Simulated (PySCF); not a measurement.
# C₂H₈BNO₂: electronic excitations and core binding energies

Aim: predict the electronic excitations and core binding energies of C₂H₈BNO₂ (`COCOBN`).

Computed with PySCF 2.14.0, with density-fitted response routines of our own, on a single molecule in the gas phase. Atoms count from 0, in the outputs and in this text.

## (1) The starting structure

14 atoms, charge 0, multiplicity 1; geometry from: GFN2-xTB.

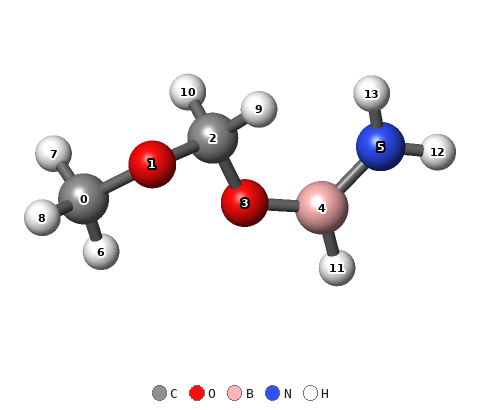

As it starts; carbon grey, oxygen red, boron pink, nitrogen blue, hydrogen white, atoms numbered.

## (2) Excited states and response: B3LYP/def2-SVPD

What the job is given:

```
{"job": {"kind": "uv", "xc": "B3LYP", "basis": "def2-SVPD", "nstates": 8, "ntriplets": 3}, "charge": 0, "multiplicity": 1}
C     -2.443646     0.357650    -0.437193
O     -1.413268     1.321728    -0.347682
C     -0.136593     0.796433    -0.502080
O      0.160354    -0.116837     0.508313
B      1.396280    -0.373816     0.997087
N      2.574385     0.216451     0.528283
H     -2.324991    -0.414854     0.326740
H     -2.450250    -0.111983    -1.428430
H     -3.374639     0.896960    -0.278400
H      0.532205     1.667481    -0.480480
H     -0.044579     0.285848    -1.483185
H      1.434838    -1.164669     1.858631
H      3.475940     0.014897     0.919991
H      2.613286     0.904263    -0.203763
```

Level: TDDFT B3LYP/def2-SVPD, vertical, gas phase, core orbitals frozen in the response.

Standard output:

```text
coarse grid: 11456 points
cycle   1  E = -310.7517575443  dE =  6.877e-01  |g| = 8.352e-01  |ddm| = 5.427e+00
cycle   2  E = -310.5537370072  dE =  1.980e-01  |g| = 1.322e+00  |ddm| = 2.066e+00
cycle   3  E = -310.8854077780  dE = -3.317e-01  |g| = 1.066e-01  |ddm| = 1.267e+00
cycle   4  E = -310.8870249545  dE = -1.617e-03  |g| = 5.693e-02  |ddm| = 1.551e-01
cycle   5  E = -310.8876838816  dE = -6.589e-04  |g| = 1.366e-02  |ddm| = 5.839e-02
cycle   6  E = -310.8877209735  dE = -3.709e-05  |g| = 4.488e-03  |ddm| = 1.821e-02
cycle   7  E = -310.8877248877  dE = -3.914e-06  |g| = 1.147e-03  |ddm| = 5.399e-03
final grid: 110008 points
cycle   8  E = -310.9486215854  dE = -4.263e-05  |g| = 6.942e-03  |ddm| = 1.065e-01
cycle   9  E = -310.9486103696  dE =  1.122e-05  |g| = 1.031e-02  |ddm| = 1.686e-02
cycle  10  E = -310.9486316576  dE = -2.129e-05  |g| = 8.561e-04  |ddm| = 9.063e-03
cycle  11  E = -310.9486318267  dE = -1.692e-07  |g| = 1.669e-04  |ddm| = 1.071e-03
cycle  12  E = -310.9486318317  dE = -4.966e-09  |g| = 6.759e-05  |ddm| = 2.699e-04
cycle  13  E = -310.9486318325  dE = -8.475e-10  |g| = 1.987e-05  |ddm| = 8.519e-05
converged SCF energy = -310.9486318325

Static polarisability (au): isotropic 58.444, principal 48.052 55.615 71.667

Singlet excitations
state   eV       nm        f      main configurations
  1   6.7785    182.9   0.04026   H-1->L 0.86, H->L 0.11
  2   6.9936    177.3   0.00511   H->L 0.83, H-1->L 0.10
  3   7.5809    163.5   0.01516   H->L+1 0.87
  4   7.7080    160.9   0.02241   H-1->L+1 0.64, H-2->L 0.20
  5   7.7871    159.2   0.00069   H->L+2 0.81
  6   7.7943    159.1   0.00282   H-1->L+3 0.66, H->L+3 0.12
  7   7.9210    156.5   0.00968   H->L+3 0.57, H-1->L+3 0.20, H-2->L 0.10
  8   7.9259    156.4   0.04142   H-2->L 0.56, H->L+3 0.18, H-1->L+1 0.15

Triplet excitations (Tamm-Dancoff, eV): 6.5552 6.7366 6.9225
```

Wall time 25 s (1 thread, shared host).

Frontier orbitals and where they lie:

```csv
orbital,eV,atoms
HOMO−3,-9.11,"O3 33 %, O1 17 %, B4 14 %"
HOMO−2,-8.68,"O3 19 %, O1 18 %, N5 16 %"
HOMO−1,-7.72,"N5 42 %, O3 23 %, O1 9 %"
HOMO,-7.66,"O1 54 %, C0 10 %, C2 8 %"
LUMO,0.07,"B4 39 %, H13 13 %, H12 12 %"
LUMO+1,0.81,"C0 17 %, B4 13 %, O3 13 %"
LUMO+2,0.99,"B4 23 %, O3 18 %, N5 12 %"
```

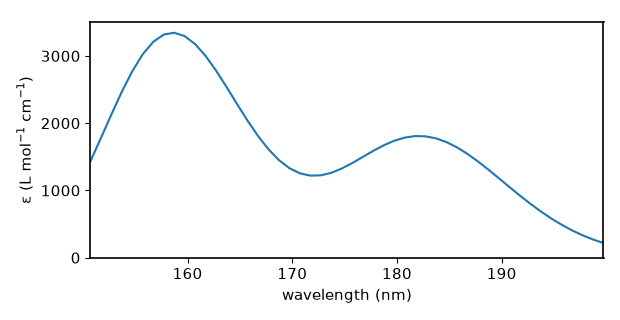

Absorption spectrum: each of the 8 states is a Gaussian band of 0.4 eV half-width at 1/e. Beyond the last state computed it falls off for lack of states.

Further results of this job:

```csv
property,computed
dipole moment (D),2.05
polarisability (Å³),8.66
HOMO–LUMO gap (eV),7.73
−ε(HOMO) (eV),7.66
```

## (3) Core-electron binding energies: SCAN, X2C

Settings changed since step 2:

```diff
@@ -1,2 +1,2 @@
-{"job": {"kind": "uv", "xc": "B3LYP", "basis": "def2-SVPD", "nstates": 8, "ntriplets": 3}, "charge": 0, "multiplicity": 1}
+{"job": {"kind": "xps"}, "charge": 0, "multiplicity": 1}
 C     -2.443646     0.357650    -0.437193
```

With the program's defaults for keys left out, this is: delta-SCF UKS SCAN, pcX-2 on the ionised atom, pcseg-1 elsewhere, spin-free X2C.

Standard output:

```text
ground state, core basis on atom 0 (C), 155 functions
  cycle   1  E = -311.00403107  |g| = 7.90e-01
  cycle   2  E = -310.80942997  |g| = 1.27e+00
  cycle   3  E = -311.12362938  |g| = 1.48e-01
  cycle   4  E = -311.12727963  |g| = 6.15e-02
  cycle   5  E = -311.12803465  |g| = 1.99e-02
  cycle   6  E = -311.12811824  |g| = 6.99e-03
  cycle   7  E = -311.12812731  |g| = 2.22e-03
  cycle   8  E = -311.12812739  |g| = 5.21e-04
  cycle   9  E = -311.12812723  |g| = 1.71e-04
  E(ground) = -311.14496869 Eh
hole in C 1s of atom 0
  cycle   1  E = -299.84927362  |g| = 1.50e+00
  cycle   2  E = -296.91199832  |g| = 2.44e+00
  cycle   3  E = -299.90764280  |g| = 1.04e+00
  cycle   4  E = -300.33365144  |g| = 3.86e-01
  cycle   5  E = -300.38493269  |g| = 1.75e-01
  cycle   6  E = -300.39407880  |g| = 7.14e-02
  cycle   7  E = -300.39613941  |g| = 1.91e-02
  cycle   8  E = -300.39627356  |g| = 1.08e-02
  cycle   9  E = -300.39632188  |g| = 3.70e-03
  cycle  10  E = -300.39633007  |g| = 1.51e-03
  cycle  11  E = -300.39633145  |g| = 5.40e-04
  cycle  12  E = -300.39633248  |g| = 1.71e-04
  E(ion) = -300.41217473 Eh   <S^2> = 0.7725   hole on atom = 1.000   binding energy = 292.054 eV
ground state, core basis on atom 1 (O), 155 functions
  cycle   1  E = -311.15653102  |g| = 9.37e-02
  cycle   2  E = -311.15637182  |g| = 3.88e-02
  cycle   3  E = -311.15623426  |g| = 4.90e-02
  cycle   4  E = -311.15665457  |g| = 5.40e-03
  cycle   5  E = -311.15666050  |g| = 8.88e-04
  cycle   6  E = -311.15666083  |g| = 3.73e-04
  E(ground) = -311.17227906 Eh
hole in O 1s of atom 1
  cycle   1  E = -290.54815943  |g| = 2.22e+00
  cycle   2  E = -287.70797218  |g| = 2.85e+00
  cycle   3  E = -290.79903697  |g| = 1.07e+00
  cycle   4  E = -291.32129091  |g| = 3.51e-01
  cycle   5  E = -291.34958144  |g| = 1.96e-01
  cycle   6  E = -291.36353571  |g| = 8.07e-02
  cycle   7  E = -291.36597736  |g| = 1.54e-02
  cycle   8  E = -291.36606431  |g| = 5.82e-03
  cycle   9  E = -291.36607806  |g| = 1.09e-03
  cycle  10  E = -291.36607905  |g| = 4.79e-04
  E(ion) = -291.38188370 Eh   <S^2> = 0.7623   hole on atom = 1.000   binding energy = 538.524 eV
ground state, core basis on atom 2 (C), 155 functions
  cycle   1  E = -311.13099120  |g| = 7.56e-02
  cycle   2  E = -311.12992992  |g| = 9.24e-02
  cycle   3  E = -311.13133428  |g| = 2.57e-02
  cycle   4  E = -311.13144900  |g| = 6.13e-03
  cycle   5  E = -311.13145516  |g| = 1.16e-03
  cycle   6  E = -311.13145610  |g| = 2.19e-04
  E(ground) = -311.14809744 Eh
hole in C 1s of atom 2
  cycle   1  E = -299.78852472  |g| = 1.50e+00
  cycle   2  E = -297.27750396  |g| = 2.65e+00
  cycle   3  E = -300.16224327  |g| = 6.14e-01
  cycle   4  E = -300.26517748  |g| = 4.29e-01
  cycle   5  E = -300.33311881  |g| = 1.22e-01
  cycle   6  E = -300.33859893  |g| = 3.73e-02
  cycle   7  E = -300.33914296  |g| = 2.01e-02
  cycle   8  E = -300.33929860  |g| = 8.21e-03
  cycle   9  E = -300.33933836  |g| = 3.03e-03
  cycle  10  E = -300.33934495  |g| = 2.23e-03
  cycle  11  E = -300.33934857  |g| = 5.57e-04
  cycle  12  E = -300.33934892  |g| = 1.38e-04
  E(ion) = -300.35529399 Eh   <S^2> = 0.7752   hole on atom = 1.000   binding energy = 293.687 eV
ground state, core basis on atom 3 (O), 155 functions
  cycle   1  E = -311.15653918  |g| = 1.01e-01
  cycle   2  E = -311.15548587  |g| = 8.96e-02
  cycle   3  E = -311.15630190  |g| = 5.94e-02
  cycle   4  E = -311.15690719  |g| = 6.30e-03
  cycle   5  E = -311.15691709  |g| = 1.20e-03
  cycle   6  E = -311.15691744  |g| = 3.43e-04
  E(ground) = -311.17145468 Eh
hole in O 1s of atom 3
  cycle   1  E = -290.55163332  |g| = 2.23e+00
  cycle   2  E = -289.72769595  |g| = 2.41e+00
  cycle   3  E = -291.17955681  |g| = 7.06e-01
  cycle   4  E = -291.28017285  |g| = 4.84e-01
  cycle   5  E = -291.37045904  |g| = 6.85e-02
  cycle   6  E = -291.37164268  |g| = 3.39e-02
  cycle   7  E = -291.37212916  |g| = 8.23e-03
  cycle   8  E = -291.37215422  |g| = 3.88e-03
  cycle   9  E = -291.37216188  |g| = 9.70e-04
  cycle  10  E = -291.37216088  |g| = 2.46e-04
  E(ion) = -291.38762555 Eh   <S^2> = 0.7621   hole on atom = 1.000   binding energy = 538.345 eV
ground state, core basis on atom 4 (B), 155 functions
  cycle   1  E = -311.12251123  |g| = 9.49e-02
  cycle   2  E = -311.11955593  |g| = 1.52e-01
  cycle   3  E = -311.12370992  |g| = 1.92e-02
  cycle   4  E = -311.12375619  |g| = 1.14e-02
  cycle   5  E = -311.12378706  |g| = 1.98e-03
  cycle   6  E = -311.12378626  |g| = 3.90e-04
  E(ground) = -311.14185284 Eh
hole in B 1s of atom 4
  cycle   1  E = -303.51656602  |g| = 1.17e+00
  cycle   2  E = -301.37886053  |g| = 2.00e+00
  cycle   3  E = -303.59042532  |g| = 8.51e-01
  cycle   4  E = -303.86703481  |g| = 2.76e-01
  cycle   5  E = -303.89704173  |g| = 1.65e-01
  cycle   6  E = -303.90724675  |g| = 7.45e-02
  cycle   7  E = -303.90924025  |g| = 3.84e-02
  cycle   8  E = -303.90984453  |g| = 1.09e-02
  cycle   9  E = -303.90992607  |g| = 5.25e-03
  cycle  10  E = -303.90995294  |g| = 3.47e-03
  cycle  11  E = -303.90997134  |g| = 1.52e-03
  cycle  12  E = -303.90997695  |g| = 5.24e-04
  cycle  13  E = -303.90997739  |g| = 2.94e-04
  E(ion) = -303.92797587 Eh   <S^2> = 0.7898   hole on atom = 1.000   binding energy = 196.300 eV
ground state, core basis on atom 5 (N), 155 functions
  cycle   1  E = -311.13954997  |g| = 7.24e-02
  cycle   2  E = -311.13952976  |g| = 1.61e-02
  cycle   3  E = -311.13947094  |g| = 2.38e-02
  cycle   4  E = -311.13958058  |g| = 1.06e-03
  cycle   5  E = -311.13958087  |g| = 4.21e-04
  E(ground) = -311.15512681 Eh
hole in N 1s of atom 5
  cycle   1  E = -295.56089527  |g| = 1.86e+00
  cycle   2  E = -293.04742395  |g| = 2.50e+00
  cycle   3  E = -295.79709887  |g| = 1.02e+00
  cycle   4  E = -296.20447258  |g| = 3.36e-01
  cycle   5  E = -296.24078188  |g| = 1.43e-01
  cycle   6  E = -296.24695858  |g| = 6.36e-02
  cycle   7  E = -296.24841708  |g| = 2.34e-02
  cycle   8  E = -296.24861697  |g| = 6.79e-03
  cycle   9  E = -296.24863650  |g| = 1.21e-03
  cycle  10  E = -296.24863757  |g| = 5.80e-04
  cycle  11  E = -296.24863751  |g| = 2.04e-04
  E(ion) = -296.26234457 Eh   <S^2> = 0.7633   hole on atom = 1.000   binding energy = 405.253 eV
```

It took 53 s on 1 thread, shared host.

The holes in one table. −ε is the ground-state orbital energy:

```csv
hole,stands for,environment,ΔSCF (eV),−ε (eV),⟨S²⟩
C1s on C0,C0,methyl carbon bonded to O,292.05,274.6,0.772
O1s on O1,O1,ether oxygen,538.52,516.8,0.762
C1s on C2,C2,sp3 carbon bearing two oxygens,293.69,276.3,0.775
O1s on O3,O3,"oxygen bonded to C, B",538.35,516.7,0.762
B1s on B4,B4,"boron bonded to N, O, H",196.30,180.1,0.790
N1s on N5,N5,"nitrogen bonded to B, 2 H",405.25,385.8,0.763
```

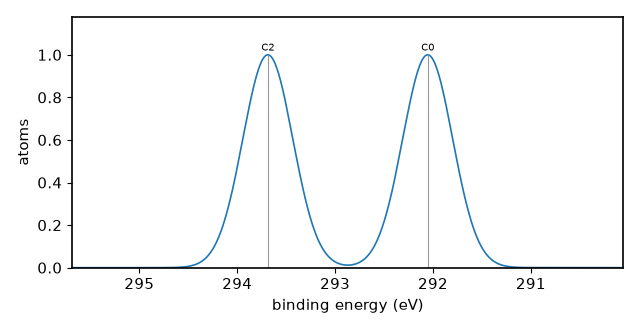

The C1s photoelectron lines, weighted by the number of atoms. Lines are broadened to a width of 0.60 eV (Gaussian).

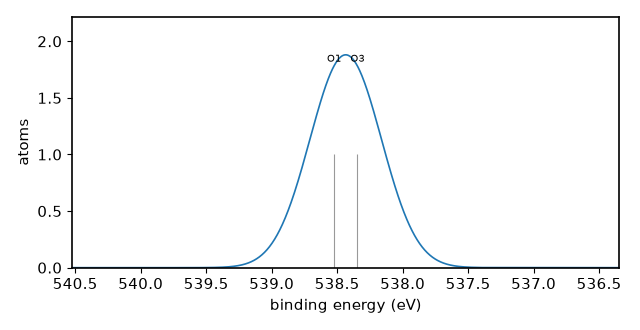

The O1s photoelectron lines, weighted by the number of atoms. Lines are broadened to a width of 0.60 eV (Gaussian).

## (4) Summary of results

| quantity | value |
| --- | --- |
| lowest singlet (B3LYP/def2-SVPD) | 6.78 eV (183 nm), f = 0.040 |
| brightest single state of those computed | state 8, 7.93 eV, f = 0.041 |
| lowest triplet | 6.56 eV |
| C1s binding energies, SCAN/pcX-2 | C2 293.69, C0 292.05 eV |
| O1s binding energies, SCAN/pcX-2 | O1 538.52, O3 538.35 eV |
| B1s binding energies, SCAN/pcX-2 | B4 196.30 eV |
| N1s binding energies, SCAN/pcX-2 | N5 405.25 eV |

The lowest singlet, at 6.78 eV, is HOMO−1→LUMO 0.86, HOMO→LUMO 0.11 and is weak; of the 8 states computed, the strongest absorption comes from states 7 to 8 together at 7.93 eV (the last computed, so partners may be missing). The lowest triplet lies 0.22 eV below the lowest singlet (triplets in Tamm-Dancoff, singlets in full TDDFT). States above −ε(HOMO) lie where TDDFT describes them poorly and they hang on the basis; the brightest is among them. C2 (sp3 carbon bearing two oxygens) binds its C1s electron 1.63 eV more tightly than C0 (methyl carbon bonded to O). O1 (ether oxygen) binds its O1s electron 0.18 eV more tightly than O3 (oxygen bonded to C, B).
